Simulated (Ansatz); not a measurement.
Consider CH$_{2}$GeN (SMILES [CH]=[N+]=[GeH-]) (doublet).

Input file:

```
crystal:
  periodic: [false, false, false]
  atoms:
    - symbol: C
      position_ang: [1.881745, -0.006332, 0.632310]
    - symbol: Ge
      position_ang: [-1.125682, -1.126855, 0.388854]
    - symbol: "N"
      position_ang: [0.833496, -0.483223, 0.478434]
    - symbol: H
      position_ang: [-0.582689, -2.252063, -0.628273]
    - symbol: H
      position_ang: [2.847459, 0.431593, 0.773097]
basis:
  gaussian: {orbitals: def2-TZVPD}
output: {forces: true, orbitals: {seedname: orbitals}}
magnetization: {spin_polarized: true, initial_magnetization: 1}
hamiltonian: {xc: pbe0}
```

Launched as:

```sh
ansatz run input.yaml --threads 1 --pin off --max-ram 2610MiB --events-out events.jsonl --progress --plain --runs-dir runs
```

Geometry: B3LYP/6-31G*.

The calculation used Ansatz, isolated molecule in a Gaussian basis; Kohn-Sham density functional theory, functional PBE0.

**What will maps of the electron density, electron localisation function and spin density show?**

C–N (1.16 Å): ρ is about 3.5 e/Å³ halfway; the ELF peaks at about 0.85 between the atoms (a short, multiple covalent bond).
Ge–N (2.06 Å): ρ at the midpoint is about 0.51 e/Å³; the ELF peaks at about 0.95 in the valence shell of N, 0.6 Å from its nucleus, and is about 0.30 at the midpoint.
C–H (1.07 Å): the density is about 2.1 e/Å³ at the midpoint; the ELF climbs to about 1 towards the hydrogen, as it does in any bond to H: an ordinary covalent bond to hydrogen.
Ge–H (1.61 Å): ρ is about 0.9 e/Å³ halfway; the ELF climbs to about 1 towards the hydrogen.
The unpaired spin (1 electron) lies mostly on Ge2 (about 0.8) and C1 (about 0.2), in electrons by Hirshfeld's partition.

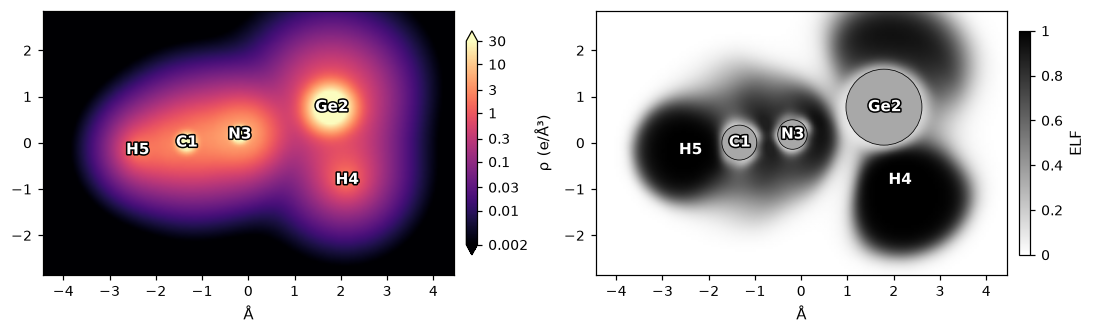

Computed electron density and electron localisation function on the molecular plane, in this order. Grey discs cover the atomic cores in the ELF map. 
